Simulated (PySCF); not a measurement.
System: CaO (charge −1, doublet).

```yaml
atoms:
  - { symbol: Ca, position_ang: [0.0000, 0.0000, -0.5394] }
  - { symbol: O, position_ang: [0.0000, 0.0000, 1.3476] }
```

All numbers below come from PBE0/aug-cc-pVDZ-DK/X2C, spin-free X2C-1e, Gaussian nucleus, at a bond length of 1.887 Å (PySCF 2.14.0).

Question: What can the converged electron density, electron localisation function and spin density tell about the bonding?

Answer: Ca–O (1.89 Å): the density is about 0.86 e/Å³ at the midpoint; the ELF peaks at about 0.85 in the valence shell of O, 0.6 Å from its nucleus, and drops to about 0.20 between the two atoms; an ionic contact with no shared pair.
The unpaired spin (1 electron) lies mostly on Ca1 (about 0.9), in electrons by Hirshfeld's partition.

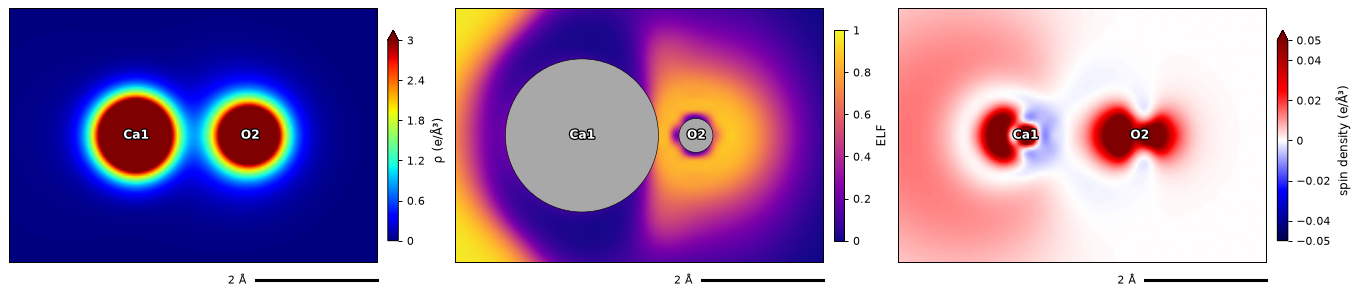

Computed electron density, electron localisation function and spin density on a plane that holds the molecular axis, in this order. Grey discs cover the atomic cores in the ELF map. 
